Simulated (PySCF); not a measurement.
## Electronic structure of C4H5F3O2Si (SMILES O=CO/C([SiH3])=C\C(F)(F)F) in real space

```yaml
atoms:
  - { symbol: O, position_ang: [-2.1397, 1.5108, -0.5733] }
  - { symbol: C, position_ang: [-1.0036, 1.8901, -0.6428] }
  - { symbol: O, position_ang: [0.0615, 1.1744, -0.3694] }
  - { symbol: C, position_ang: [-0.1364, -0.1336, 0.0355] }
  - { symbol: Si, position_ang: [-1.9176, -0.8224, 0.1765] }
  - { symbol: C, position_ang: [0.9559, -0.8432, 0.3065] }
  - { symbol: C, position_ang: [2.3380, -0.2805, 0.1882] }
  - { symbol: F, position_ang: [2.6300, 0.1346, -1.0586] }
  - { symbol: F, position_ang: [2.5411, 0.7820, 0.9895] }
  - { symbol: F, position_ang: [3.2745, -1.1830, 0.5141] }
  - { symbol: H, position_ang: [-0.7108, 2.9039, -0.9504] }
  - { symbol: H, position_ang: [-1.6345, -2.1971, 0.6249] }
  - { symbol: H, position_ang: [-2.5242, -0.9117, -1.1437] }
  - { symbol: H, position_ang: [-2.6289, -0.1498, 1.2537] }
  - { symbol: H, position_ang: [0.8903, -1.8667, 0.6274] }
```

Geometry: GFN2-xTB.

All numbers below come from PySCF, PBE0/pcSseg-1, SCF density, gas phase, non-relativistic.

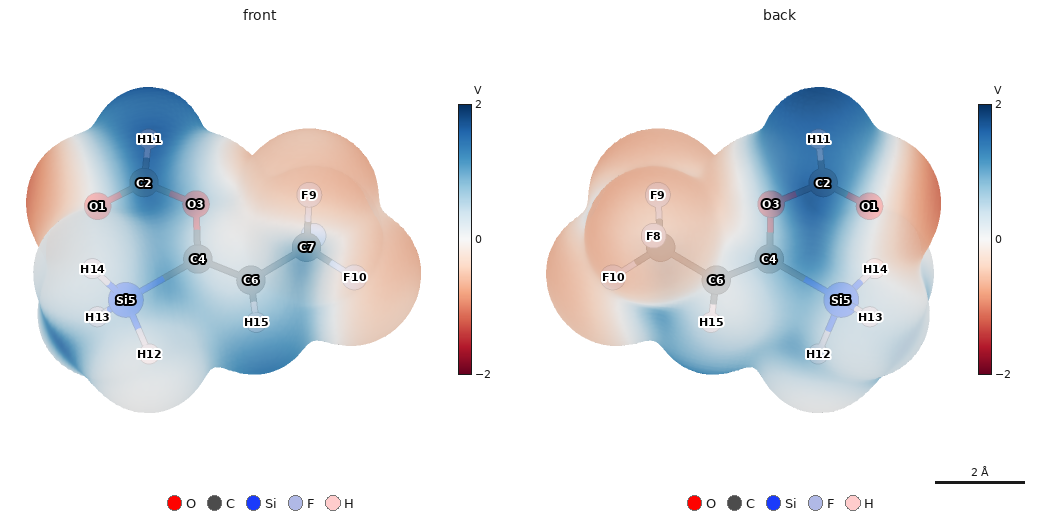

Figure 1. The electrostatic potential painted on the density surface at 0.002 e/bohr³, seen from the front and from behind; the colour scale runs from red (negative) to blue (positive).

Q: Where is the surface potential most negative and most positive?

A: The most negative region (about −1.0 V) lies over O1, the most positive (about +1.7 V) over H11.

Q: What dipole moment does the calculation give?

A: Its dipole moment is 1.37 D.

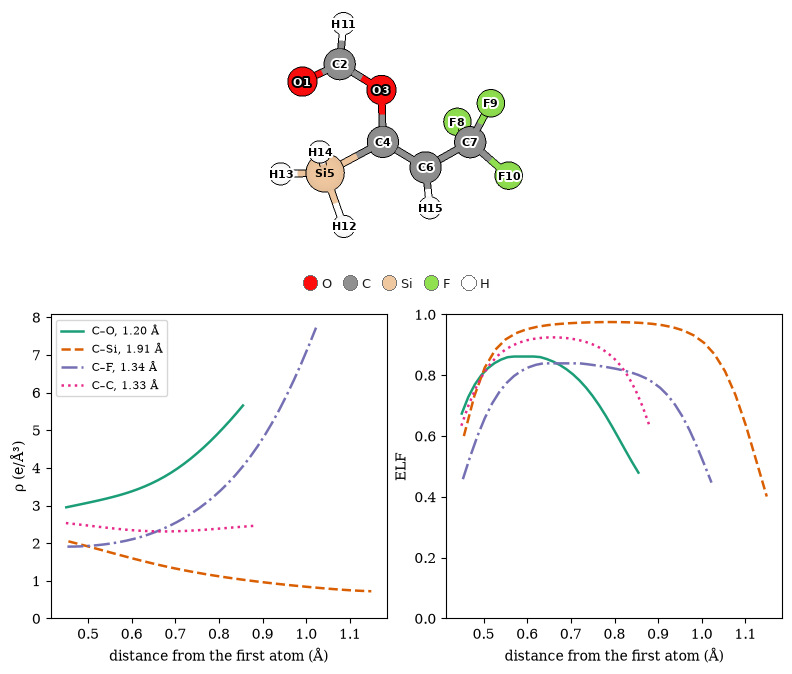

Figure 2. Total electron density and electron localisation function along straight lines between neighbouring atoms. The curves leave out the atomic cores. The structure is drawn too.

Q: What kind of bonding do the profiles show?

A: C–O (1.20 Å): the density is about 3.4 e/Å³ at the midpoint; the ELF peaks at about 0.85 between the atoms (a short, multiple covalent bond).
C–Si (1.91 Å): ρ is about 0.89 e/Å³ halfway; the ELF peaks at about 1 between the atoms: a shared electron pair.
C–F (1.34 Å): ρ is about 2.4 e/Å³ halfway; the ELF peaks at about 0.85 between the atoms, as expected for a shared but strongly polarised pair.
C–C (1.33 Å): the density is about 2.3 e/Å³ at the midpoint; the ELF peaks at about 0.90 between the atoms; a short, multiple covalent bond.
